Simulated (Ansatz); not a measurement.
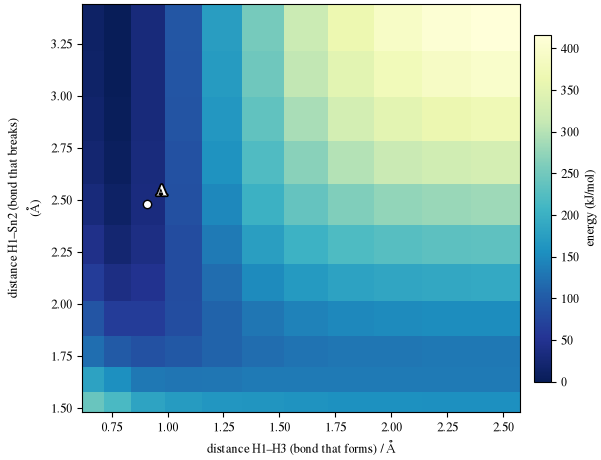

The reacting system H₅Sn (fragments H₄Sn + H where the first distance is long, H₂ + H₃Sn where the second is long), spin multiplicity 2. 
- First axis: distance H1–H3 (bond that forms). Second axis: distance H1–Sn2 (bond that breaks).
- Relaxed at each point: all other coordinates.
- Grid: 11 × 11 points.
- Points are written as (first, second).
- Energies are in kJ/mol, from the lowest grid point.
- Energies and slopes of some neighbouring points disagree (a jump in structure or state, or too coarse a mesh). In part of the range the unrestricted reference is strongly spin-contaminated.
- Level of theory: UKS B3LYP-D4/def2-TZVP (Ansatz).

In the figure: one coloured cell a grid point, the point A.

**Is A at rest? If not, where is it pushed?**

A, at (0.907 Å, 2.481 Å), is not a stationary point. The computed force is 270 kJ/mol for each Å towards smaller values of the first coordinate and 16 kJ/mol for each Å towards larger values of the second coordinate.
